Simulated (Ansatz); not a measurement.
Input

```
crystal:
  lattice:
    - [3.1798401, 0.0, 0.0]
    - [0.0, 3.1798401, 0.0]
    - [0.0, 0.0, 9.5417943]
  atoms:
    - { symbol: Mo, position: [0.5, 0.5, 0.5] }
    - { symbol: W, position: [0.0, 0.0, 0.665934] }
    - { symbol: W, position: [0.5, 0.5, 0.832858] }
    - { symbol: W, position: [0.0, 0.0, 0.0] }
    - { symbol: W, position: [0.5, 0.5, 0.167142] }
    - { symbol: W, position: [0.0, 0.0, 0.334066] }
basis:
  ecutwfc: 500
kpoints:
  mp_grid: { grid: [12, 12, 4] }
  band_path:
    path:
      - [[0.0, 0.0, 0.0], [0.0, 0.5, 0.0], [0.5, 0.5, 0.0], [0.0, 0.0, 0.0], [0.0, 0.0, 0.5], [0.0, 0.5, 0.5], [0.5, 0.5, 0.5], [0.0, 0.0, 0.5]]
      - [[0.0, 0.5, 0.0], [0.0, 0.5, 0.5]]
      - [[0.5, 0.5, 0.0], [0.5, 0.5, 0.5]]
    npoints: 14
hamiltonian:
  xc: r2scan
scf:
  occupations: { method: gaussian, width: 0.1 }
  n_extra_bands: 15
output:
  forces: true
  stress: true
  eigenvalues: true
  populations: true
  dos: { projected: true, de: 0.02, nscf_kmesh: { grid: [15, 15, 5] } }
  bader: true
  write_density: true
  write_potential: true
  elf: true
  volumetric_format: npy
```

Run with:

```sh
ansatz run input.yaml --threads 4 --pin off --max-ram 8192MiB --backend cpu --events-out ev --progress --plain --runs-dir out
```

Below, planes, directions and counts refer to the conventional cell (a = 3.18 Å, b = 3.18 Å, c = 9.54 Å, α = 90.00°, β = 90.00°, γ = 90.00°).

Space group P4/mmm; a structure generated by program, which may or may not match a known phase; computed pressure about −4 GPa in this cell; computed without spin polarisation.

Level of theory: Ansatz, DFT r2SCAN, scalar-relativistic, plane waves, PAW.

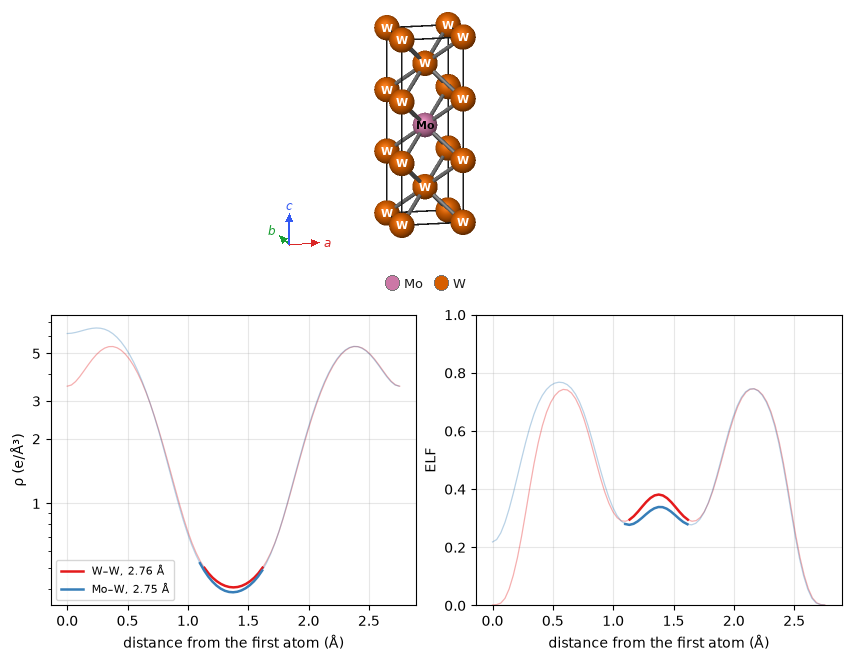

MoW$_{5}$. Valence pseudo-density and electron localisation function along straight lines between neighbouring atoms. Thin, pale parts lie inside the atomic spheres. The structure is drawn too.

In a PAW calculation such maps are meaningful between the atoms, not at the nuclei.

Question: Compare the contacts.

Answer: W–W (2.76 Å): the density is about 0.41 e/Å³ at the midpoint; the ELF is about 0.40 at the midpoint.
Mo–W (2.75 Å): ρ at the midpoint is about 0.39 e/Å³; the ELF is about 0.35 at the midpoint.
